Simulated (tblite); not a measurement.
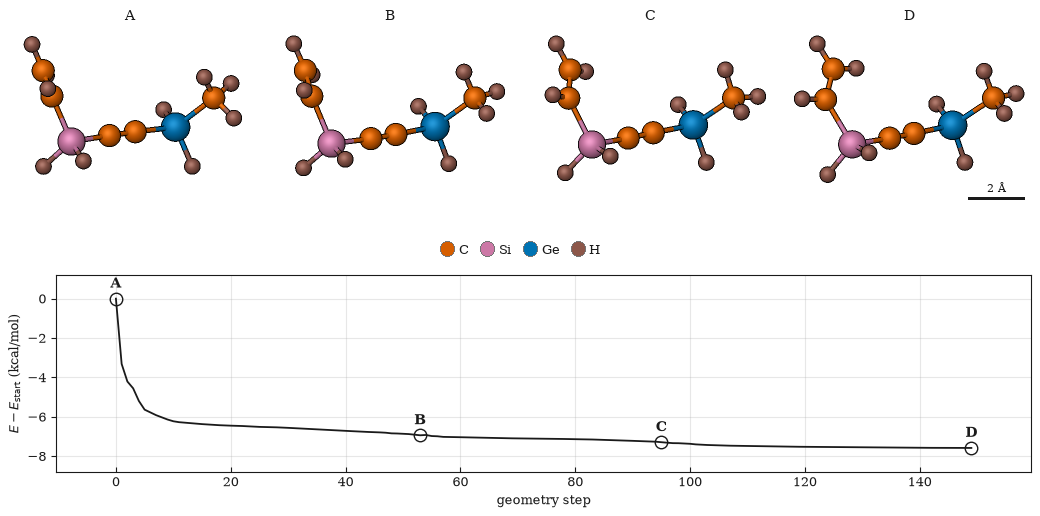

Frames of a relaxation of C5H10GeSi, marked on the history of the run. Style: ball-and-stick. Shown at a tilt.

The calculation used GFN2-xTB geometry optimisation, gas phase (tblite). 

What happens along the run?

Answer. An H atom moves most after the best rigid fit: 1.19 Å. By element the largest moves are H 1.19 Å, C 0.37 Å, Si 0.16 Å, Ge 0.14 Å. Near-neighbour distances that change, for instance: Ge–H 1.561 → 1.503 Å, C–Si 1.829 → 1.885 Å, C–Ge 1.916 → 1.964 Å, C–H 1.128 → 1.088 Å. Bond angles that change, for instance: H–Si–H 104.6° → 110.7°, C–C–H 117.3° → 122.7°, Ge–C–H 116.0° → 110.5°. Groups turn about C–Si by about 50°, C–Ge by about 35°. The energy falls by 7.58 kcal/mol in 149 geometry steps. From step 0 to 53: an H atom moves most (0.48 Å), energy −6.94 kcal/mol. From step 53 to 95: an H atom moves most (0.52 Å), energy −0.35 kcal/mol. From step 95 to 149: an H atom moves most (0.53 Å), energy −0.29 kcal/mol.
